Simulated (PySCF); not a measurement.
Cd(I)(NH2), H2CdIN, SMILES [NH2][Cd][I], singlet at its B3LYP/def2-SVP optimised geometry (Å):

```
5

Cd     0.0986     0.1335     0.0000
I     -2.5101     0.3810     0.0000
N      2.1341     0.1335     0.0000
H      2.5093    -0.3347    -0.8287
H      2.5101    -0.3810     0.8004
```

Method: B3LYP/def2-TZVP, def2 effective core potentials past Kr (PySCF). The core electrons that the potentials of Cd, I replace are not part of the density. Cells within 0.4 Å of a nucleus heavier than hydrogen are left out (blank, or x).

Map of the electron localisation function on the plane z = 0.0 Å:

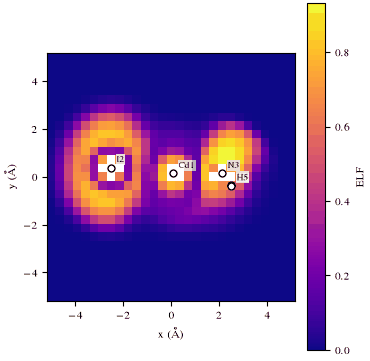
Fig. 1. Electron localisation function on the plane z = 0.0 Å.
